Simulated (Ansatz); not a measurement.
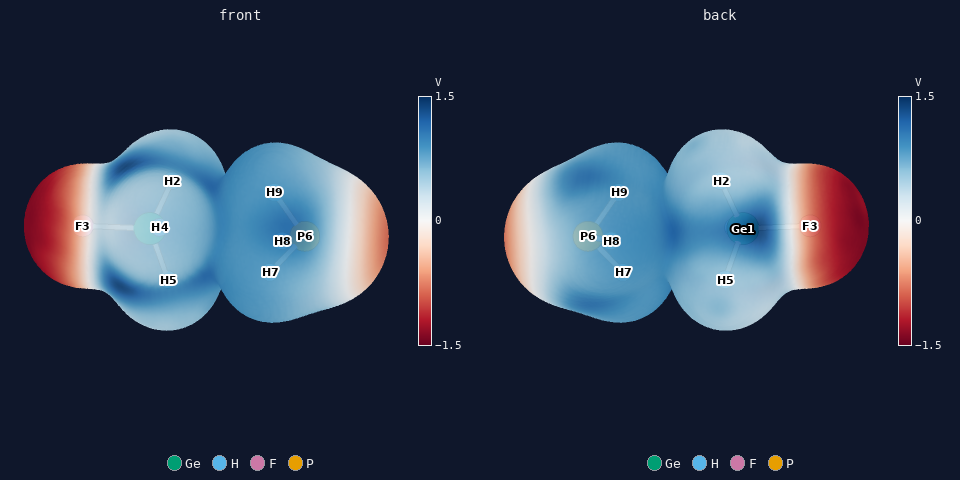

*FGeH3···PH3. The molecular electrostatic potential painted on the density surface at 0.002 e/bohr³, seen from the front and from behind; red is negative and blue positive.*

Level of theory: Ansatz, RKS PBE0-D4/def2-mTZVP.

Input

```
crystal:
  periodic: [false, false, false]
  atoms:
    - { symbol: Ge, position_ang: [0.236666, -0.025204, -0.083176] }
    - { symbol: H, position_ang: [0.329456, 0.031532, 1.456284] }
    - { symbol: F, position_ang: [1.86818, 0.058291, -0.716689] }
    - { symbol: H, position_ang: [-0.51153, 1.193567, -0.636657] }
    - { symbol: H, position_ang: [-0.350944, -1.360723, -0.555306] }
    - { symbol: P, position_ang: [-2.90031, 0.216002, 1.405215] }
    - { symbol: H, position_ang: [-2.844094, -0.701232, 0.317141] }
    - { symbol: H, position_ang: [-3.287395, -0.795547, 2.329806] }
    - { symbol: H, position_ang: [-1.523229, 0.071214, 1.729982] }
basis:
  gaussian: { orbitals: def2-mTZVP }
hamiltonian:
  xc: pbe0
  dispersion: d4
relax:
  f_tol: 0.03
  max_steps: 50
output:
  orbitals: {}
```

Launched as:

```sh
ansatz run input.yaml --threads 2 --pin off --max-ram 3072MiB --backend cpu --events-out ev --progress --plain --runs-dir out
```

The fields are those of the run's last geometry, not of the input's.

Q: Which sites attract a positive test charge, and which a negative one?

A: A positive charge is drawn to the negative regions and a negative charge to the positive ones. The most negative region (about −1.4 V) lies over F3, the most positive (about +1.3 V) over Ge1.
